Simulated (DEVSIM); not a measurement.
Device: W/SiO2/p-Si capacitor, at 300 K.

```tsv
layer (left to right)	material	thickness (nm)	Na (cm⁻³)
1	SiO2	5.60	-
2	Si	2700	4.5e16
```

Metal gate on the left, work function 4.6 eV. Fixed charge at the semiconductor interface 1.7e10 cm⁻² (in units of +e); interface traps 1.6e11 cm⁻² eV⁻¹, uniform in energy, neutral level at 0.3 of the gap above the valence band.

The device is made up for the run: typed textbook-type constants, with dimensions and the other settings drawn at random. Values at 300 K.

```tsv
parameter	SiO2	Si
gap (eV)	9	1.124
affinity (eV)	0.9	4.05
permittivity	3.9	11.7
Nc (cm⁻³)	-	2.86e19
Nv (cm⁻³)	-	3.1e19
```

Model (solved in DEVSIM): 1D Poisson equation in equilibrium, Boltzmann statistics, complete ionisation; no quantum confinement or tunnelling. Metal contacts follow the ideal Schottky-Mott rule: no Fermi-level pinning, no interface dipoles.

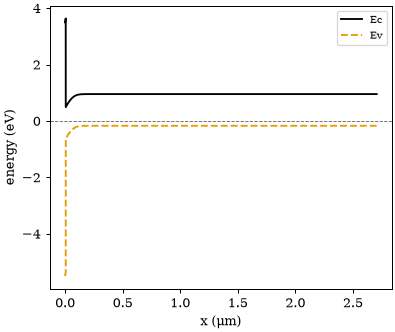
*Band edges at 0.2 V on the gate*

Energies count from the Fermi level of the right contact; mesh points crowd at the junctions.

| x (μm) | Ec (eV) | Ev (eV) | n (cm⁻³) | p (cm⁻³) | field (V/cm) |
|---|---|---|---|---|---|
| 0.000 | 3.500 | -5.500 | < 1e2 | < 1e2 | 250000 |
| 0.001088 | 3.527 | -5.473 | < 1e2 | < 1e2 | 250000 |
| 0.002760 | 3.569 | -5.431 | < 1e2 | < 1e2 | 250000 |
| 0.004424 | 3.610 | -5.390 | < 1e2 | < 1e2 | 250000 |
| 0.005862 | 0.491 | -0.633 | 1.6e11 | 7.3e8 | 78000 |
| 0.007436 | 0.504 | -0.620 | 9.9e10 | 1.2e9 | 77000 |
| 0.01075 | 0.529 | -0.595 | 3.8e10 | 3.1e9 | 75000 |
| 0.02130 | 0.604 | -0.520 | 2.1e9 | 5.6e10 | 67000 |
| 0.03997 | 0.717 | -0.407 | 2.6e7 | 4.5e12 | 54000 |
| 0.08187 | 0.884 | -0.240 | 40000 | 2.9e15 | 26000 |
| 0.1676 | 0.954 | -0.170 | 2700 | 4.3e16 | 680 |
| 0.4401 | 0.955 | -0.169 | 2600 | 4.5e16 | ≈ 0 |
| 0.9223 | 0.955 | -0.169 | 2600 | 4.5e16 | ≈ 0 |
| 1.744 | 0.955 | -0.169 | 2600 | 4.5e16 | ≈ 0 |
| 2.358 | 0.955 | -0.169 | 2600 | 4.5e16 | ≈ 0 |
| 2.541 | 0.955 | -0.169 | 2600 | 4.5e16 | ≈ 0 |
| 2.628 | 0.955 | -0.169 | 2600 | 4.5e16 | ≈ 0 |
| 2.670 | 0.955 | -0.169 | 2600 | 4.5e16 | ≈ 0 |
| 2.693 | 0.955 | -0.169 | 2600 | 4.5e16 | ≈ 0 |
| 2.700 | 0.955 | -0.169 | 2600 | 4.5e16 | ≈ 0 |
| 2.704 | 0.955 | -0.169 | 2600 | 4.5e16 | ≈ 0 |
| 2.706 | 0.955 | -0.169 | 2600 | 4.5e16 | ≈ 0 |
